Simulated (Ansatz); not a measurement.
Consider LiCl in the rock salt structure (space group Fm-3m, No. 225; a = 5.150 Å).

Perturbation: cell and atoms relaxed at a pressure of 5 GPa.

Calculations: Kohn–Sham DFT with the PBE functional, run in Ansatz (a quantum-chemistry and plane-wave program) with PAW and 420 eV plane waves, without spin-orbit coupling.

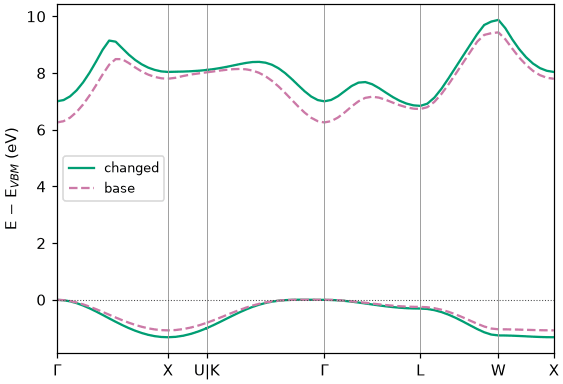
Fig. 1. Highest valence and lowest conduction band along the path, each from its own valence-band maximum

From the figure, how large is the changed gap, and is it direct?

About 6.8 eV, indirect, Γ → L.

Load acts through the strain it causes; cell and atoms are relaxed under it. Whether these cells are dynamically stable was not tested. Competing high-pressure phases were not computed.
